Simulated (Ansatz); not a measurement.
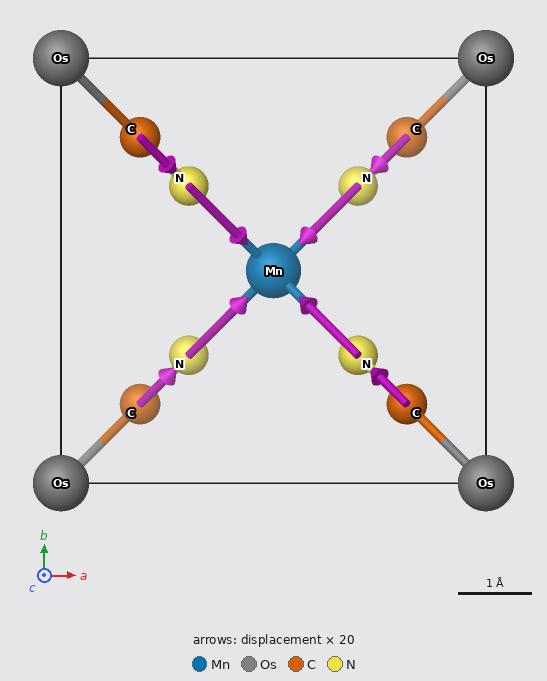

A relaxation of crystalline MnOsC$_{4}$N$_{4}$ (a generated structure, set up in P-43m) (coarse preliminary run). The starting structure is drawn; purple arrows show the displacements (the part carried along by the change of the cell is left out), 20 times their true length.

A ball-and-stick model of the cell of the calculation, seen along the c axis.

Level of theory: Ansatz 0.2.0, DFT PBE, scalar-relativistic, plane waves, PAW. Settings: plane-wave cutoff 420 eV; k-point mesh 4 × 4 × 4; occupations gaussian; smearing width 0.1 eV; collinear spin; cell and atoms relaxed; force threshold 0.04 eV/Å; at most 70 steps.

### Atoms of which element are displaced furthest, and by how much?

Nitrogen: up to 0.071 Å, against 0.044 Å for carbon.

### What happened in the run?

The largest moves relative to the cell, 0.071 Å, are those of N atoms. By element the largest moves are N 0.071 Å, C 0.044 Å. Mn and Os stay in place. Cell: a = b = c 5.884 → 5.846 Å (−0.6 %). Volume −1.9 %. Near-neighbour distances that change, for instance: Mn–N 2.030 → 1.946 Å, C–Os 1.896 → 1.928 Å, C–N 1.170 → 1.189 Å. The space group stays P-43m (No. 215). Over 4 accepted moves (6 points after the start) the energy falls by 23.1 meV per atom. The largest force component goes from 1.3 to 0.009 eV/Å. Pressure: 2.88 GPa at the start and −0.13 GPa at the end. The SCF was repeated twice at an unchanged geometry on a basis and grid sized afresh for the cell, which shifted the energy by 0.7 meV per atom at most.
